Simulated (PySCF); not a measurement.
**Geometry relaxation, with input and output: InH5O**

The run: geometry relaxation of InH5O (In(H2O)H3). Method and program: PBE0-D3(BJ)/def2-SVP geometry optimisation, gas phase (PySCF 2.14.0).

It belongs to a series of runs on one base structure; here: donor: NH3 to H2O.

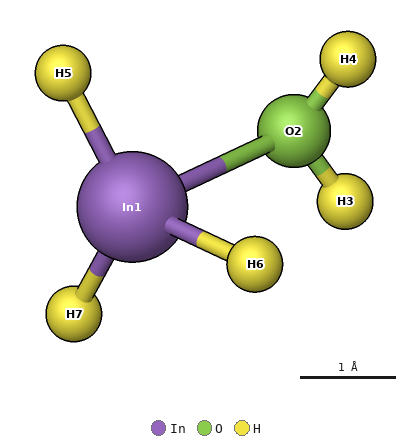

Figure 1. The structure as given in the input (ball-and-stick view, seen at a tilt; atoms are numbered from 1 in the order of the input). Sticks mark near contacts. Bond lengths as drawn: H–In 1.63 to 1.82 Å, H–O 1.00 to 1.03 Å and In–O 2.40 Å.

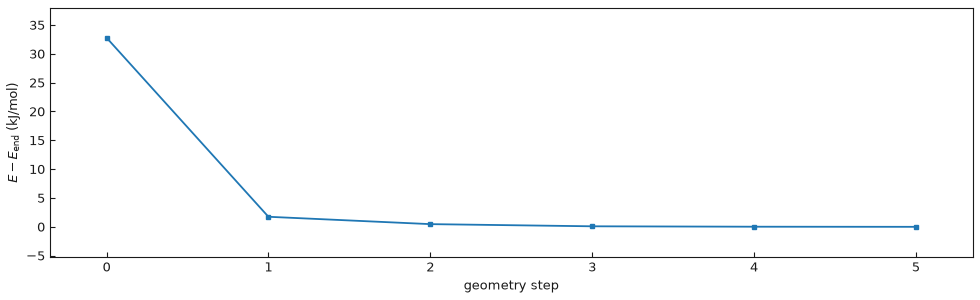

Figure 2. Progress of the relaxation, step by step (steps are counted from 0).

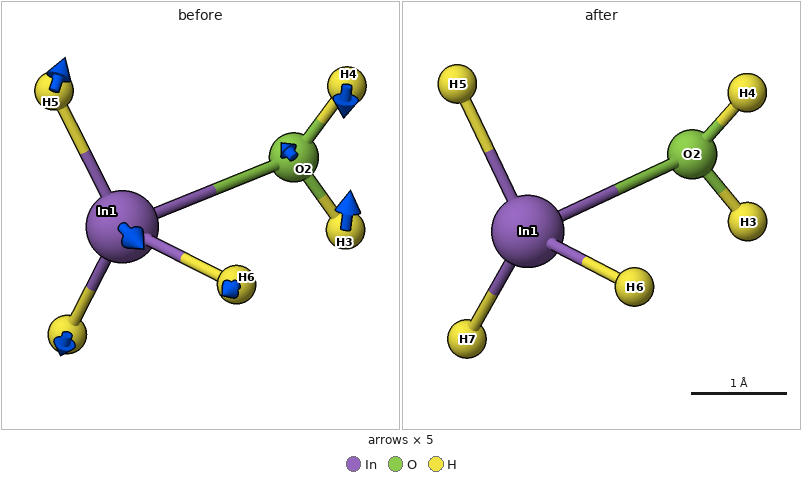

Figure 3. Before (left) and after (right) the relaxation, at one scale (ball-and-stick view, seen at a tilt). The blue arrows give the displacements, magnified 5 times. The largest move after the best rigid fit is that of In1, 0.090 Å. By element the largest moves are In 0.090 Å, H 0.089 Å, O 0.047 Å. Among the contacts that change: In1–H5 1.633 → 1.737 Å, In1–H7 1.654 → 1.737 Å, In1–H6 1.824 → 1.746 Å, O2–H4 1.032 → 0.965 Å. Among the angles that change: H3–O2–H4 114.0° → 105.4°, O2–In1–H5 100.3° → 95.1°, O2–In1–H6 89.8° → 94.1°. After 5 geometry steps the energy has fallen by 32.8 kJ/mol. The largest force component goes from 2.2 to 0.0091 eV/Å. (Atoms are counted from 1 in the order of the input.)

The input and output of the run follow.

**Input file**
```
{"job": {"xc": "PBE0", "basis": "def2-SVP", "d3": "d3bj", "grid": 1, "maxiter": 30, "shake": 0.03, "kind": "geom"}, "charge": 0, "multiplicity": 1}
In     0.143130    -0.197310    -1.072710
O      0.052840    -0.101160     1.320590
H     -0.877110    -0.193850     1.668190
H      0.565230     0.708160     1.704590
H      1.756630    -0.103530    -1.307080
H     -0.793740     1.364800    -1.165200
H     -0.755120    -1.579110    -1.216930
```

The first line tells a small driver script what to run in PySCF; the rest is the geometry in Å.

Launched with:
```bash
OMP_NUM_THREADS=1 python <driver script> task.json out
```

**The program's output**
```
step   0  E = -268.16821620  max force = 0.042112
step   1  E = -268.18004016  max force = 0.007194
step   2  E = -268.18052627  max force = 0.002438
step   3  E = -268.18066966  max force = 0.001584
step   4  E = -268.18069678  max force = 0.000876
step   5  E = -268.18070467  max force = 0.000177
optimisation converged
```

**Trajectory as extended XYZ (Å, eV, eV/Å), 6 frames, from step=0 to step=5**
```
7
Properties=species:S:1:pos:R:3:forces:R:3 step=0 energy=-7297.22885
In    0.1431   -0.1973   -1.0727   -1.2762   1.4986   0.1826
O     0.0528   -0.1012    1.3206    0.4833   1.4096   1.0404
H    -0.8771   -0.1938    1.6682    1.6030   0.6939  -0.2524
H     0.5652    0.7082    1.7046   -1.9998  -2.1655  -0.7873
H     1.7566   -0.1035   -1.3071    1.4289   0.0609  -0.1124
H    -0.7937    1.3648   -1.1652    0.3413  -0.5443  -0.0120
H    -0.7551   -1.5791   -1.2169   -0.5805  -0.9532  -0.0590
7
Properties=species:S:1:pos:R:3:forces:R:3 step=1 energy=-7297.55060
In    0.1133   -0.1555   -1.0781    0.0067  -0.0857  -0.0995
O     0.0694   -0.1071    1.3171    0.1629  -0.3699  -0.1770
H    -0.8220   -0.1464    1.6766   -0.0971   0.0994   0.0833
H     0.4964    0.6659    1.6929   -0.0047   0.2285   0.1481
H     1.8511   -0.0656   -1.3018   -0.2201  -0.0883   0.0729
H    -0.7859    1.3338   -1.1571   -0.0351   0.1085  -0.0495
H    -0.8304   -1.6272   -1.2181    0.1873   0.1074   0.0217
7
Properties=species:S:1:pos:R:3:forces:R:3 step=2 energy=-7297.56382
In    0.1072   -0.1466   -1.0859   -0.1045   0.0779  -0.0330
O     0.0790   -0.1165    1.3176    0.1127  -0.1254  -0.0324
H    -0.8129   -0.1468    1.6809   -0.0619   0.0329   0.0266
H     0.4965    0.6636    1.6988   -0.0118   0.0690   0.0355
H     1.8340   -0.0852   -1.2814   -0.0504  -0.0323   0.0297
H    -0.8022    1.3493   -1.1808    0.0478  -0.0173  -0.0276
H    -0.8098   -1.6198   -1.2178    0.0680  -0.0048   0.0012
7
Properties=species:S:1:pos:R:3:forces:R:3 step=3 energy=-7297.56772
In    0.0951   -0.1371   -1.0909   -0.0814   0.0358   0.0048
O     0.0879   -0.1244    1.3213    0.0042   0.0222   0.0537
H    -0.8051   -0.1481    1.6873    0.0026  -0.0162  -0.0219
H     0.4970    0.6624    1.7031    0.0063  -0.0129  -0.0270
H     1.8170   -0.0918   -1.2630    0.0534  -0.0082   0.0035
H    -0.8028    1.3566   -1.2066    0.0090   0.0187  -0.0093
H    -0.7972   -1.6196   -1.2197    0.0060  -0.0394  -0.0037
7
Properties=species:S:1:pos:R:3:forces:R:3 step=4 energy=-7297.56846
In    0.0890   -0.1343   -1.0917   -0.0451   0.0261   0.0064
O     0.0904   -0.1260    1.3230   -0.0135   0.0262   0.0343
H    -0.8026   -0.1500    1.6889    0.0083  -0.0151  -0.0157
H     0.4982    0.6628    1.7018    0.0076  -0.0116  -0.0226
H     1.8150   -0.0939   -1.2548    0.0241  -0.0019   0.0000
H    -0.8040    1.3636   -1.2163    0.0154  -0.0093   0.0000
H    -0.7941   -1.6241   -1.2195    0.0032  -0.0144  -0.0024
7
Properties=species:S:1:pos:R:3:forces:R:3 step=5 energy=-7297.56868
In    0.0850   -0.1333   -1.0911   -0.0001  -0.0017   0.0043
O     0.0910   -0.1257    1.3237   -0.0060   0.0078   0.0057
H    -0.8019   -0.1513    1.6893    0.0029  -0.0035  -0.0005
H     0.4989    0.6647    1.6984    0.0005  -0.0021  -0.0091
H     1.8139   -0.0944   -1.2500    0.0000  -0.0012  -0.0007
H    -0.8024    1.3654   -1.2197    0.0007   0.0017   0.0016
H    -0.7926   -1.6273   -1.2192    0.0021  -0.0010  -0.0013
```

**Summary**

- outcome: converged
- total energy: −268.180705 hartree
- dipole moment: 3.92 D
- point group: Cs
- hardware: 1 CPU thread, shared host
- wall time: 7.8 s
- peak memory: 0.27 GiB
